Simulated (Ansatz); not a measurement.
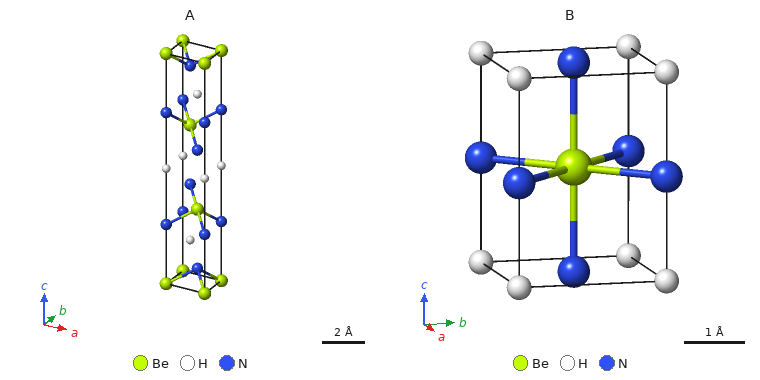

Two structures of BeHN2, each relaxed to rest (conventional cells in solid outline, small ones repeated, not to one scale). Method: DFT PBE, scalar-relativistic, plane waves, PAW in Ansatz, without spin polarisation.

Question: Describe A and B.

Answer: A: 12 atoms a cell on a rhombohedral (trigonal R) lattice, R-3m. B: 4 atoms a cell on a primitive tetragonal lattice, P4/mmm.

Question: Which of the two does the method prefer?

Answer: B is lower, by 84 meV/atom at this level of theory (energies at zero smearing). Volumes: A 6.1, B 5.9 Å³/atom.

One or both may be structure types tried for this composition rather than known phases.
